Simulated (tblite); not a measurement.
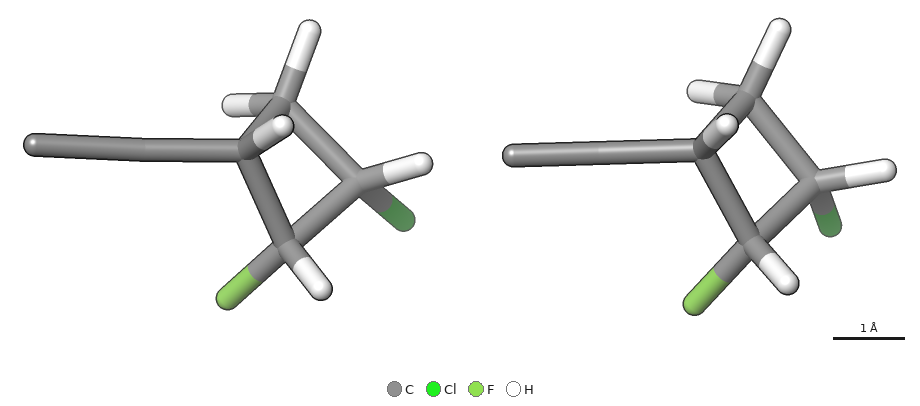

Two geometries of C₆H₅ClF (multiplicity 2), drawn at one scale. One is the start of a relaxation, the other its converged end. The picture is a stick view, seen at a tilt.

Theory: GFN2-xTB geometry optimisation, gas phase (tblite 0.8.0). 

Question: Which of the two is the end point?

Answer: The right one is the relaxed one. After 55 geometry steps the energy has fallen by 63.0 kcal/mol. The largest move after the best rigid fit is that of the Cl atom, 0.49 Å. By element the largest moves are Cl 0.49 Å, C 0.46 Å, H 0.26 Å, F 0.25 Å. Among the contacts that change: C–C 1.552 → 1.195 Å, C–Cl 1.795 → 1.770 Å, C–C 1.431 → 1.454 Å, C–C 1.567 → 1.550 Å. Among the angles between lasting bonds that change: C–C–H 112.5° → 117.2°, C–C–H 112.9° → 117.2°, F–C–H 110.8° → 106.8°.
